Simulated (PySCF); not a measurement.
**C₄H₁₃NSi₂: density, localisation and related maps**

Input

```
{"job": {"kind": "nmr", "xc": "PBE0", "basis": "pcSseg-1"}, "charge": 0, "multiplicity": 1}
C      1.868995    -2.459599    -0.429513
C      1.137589    -1.403001    -0.742753
Si     0.452219    -0.169163     0.509499
Si     1.799330     1.696881     0.694187
N     -1.076368     0.307172    -0.140702
C     -2.001615    -0.669656    -0.659311
C     -1.747807     1.506417     0.287183
H      2.087310    -2.706887     0.597282
H      2.282269    -3.130386    -1.168458
H      0.955969    -1.199804    -1.792326
H      0.331228    -0.911130     1.792820
H      1.532089     2.470584     1.913277
H      3.212004     1.315379     0.758238
H      1.687301     2.659355    -0.407011
H     -2.548214    -0.251248    -1.510101
H     -1.457515    -1.550642    -0.988903
H     -2.734885    -0.976939     0.096648
H     -1.020017     2.239579     0.627401
H     -2.313028     1.934521    -0.546518
H     -2.452002     1.309247     1.106022
```

Launched as:

```sh
OMP_NUM_THREADS=1 python probes_run.py task.json out
```

Geometry: GFN2-xTB.

Method: PySCF, PBE0/pcSseg-1, SCF density, gas phase, non-relativistic.

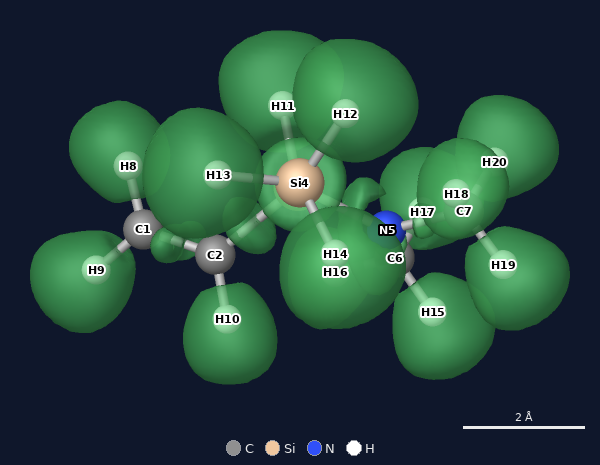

Figure 1. Isosurface of the electron localisation function at 0.85 (green), seen from one side. Only the valence region is drawn (cores and ρ < 0.01 e/Å³ removed).

### Describe the localisation domains.

The surface consists of one region between bonded C–C atoms (shared pairs), two regions between bonded C–N atoms (shared pairs), one region between bonded C–Si atoms (shared pairs), one region between bonded Si–Si atoms (shared pairs), 13 regions around hydrogen nuclei and one region wrapped around N (its valence shell). Profiles from the grid: C–C (1.32 Å): the ELF peaks at about 0.90 between the atoms (a multiple bond). C–N (1.44 Å): the ELF peaks at about 0.90 between the atoms, as expected for localised, covalent bonding.

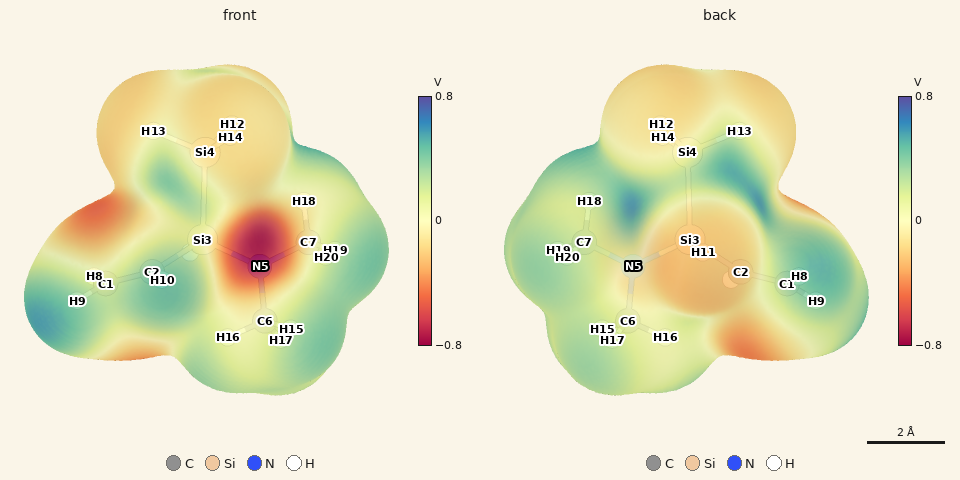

Figure 2. The electrostatic potential painted on the density surface at 0.001 e/bohr³, seen from the front and from behind; red is negative and blue positive.

### Where is the surface potential most negative and most positive?

The most negative region (about −0.7 V) lies over N5, the most positive (about +0.6 V) over Si3, Si4 and H9.

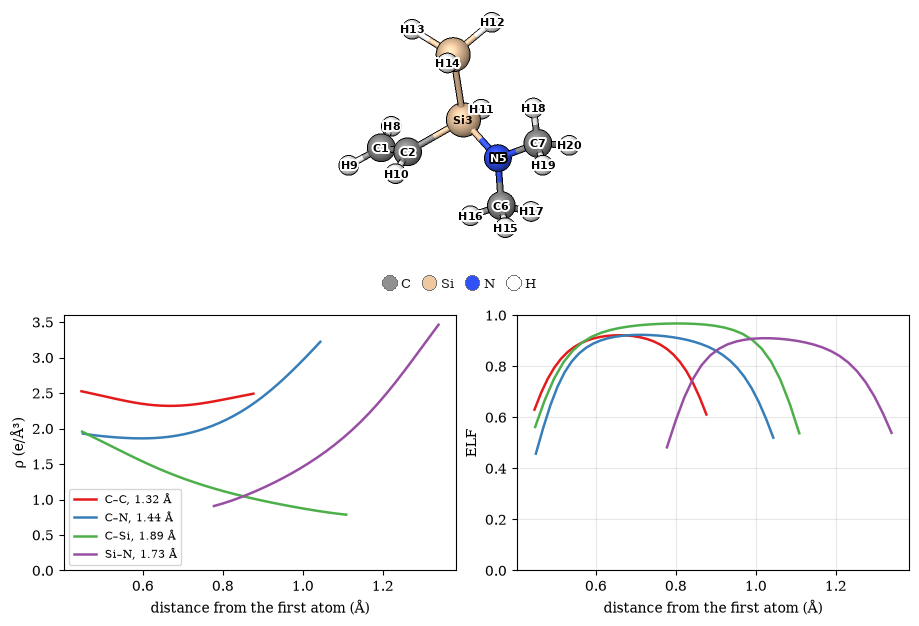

Figure 3. Electron density and ELF along straight lines between neighbouring atoms. The curves leave out the atomic cores. The structure is drawn too.

### What can be read from the curves?

C–C (1.32 Å): the density is about 2.3 e/Å³ at the midpoint; the ELF peaks at about 0.90 between the atoms; a short, multiple covalent bond.
C–N (1.44 Å): the density is about 1.9 e/Å³ at the midpoint; the ELF peaks at about 0.90 between the atoms; a covalent bond.
C–Si (1.89 Å): the density is about 0.93 e/Å³ at the midpoint; the ELF peaks at about 0.95 between the atoms: a covalent bond.
Si–N (1.73 Å): ρ at the midpoint is about 1.1 e/Å³; the ELF peaks at about 0.90 between the atoms (a shared but strongly polarised pair).
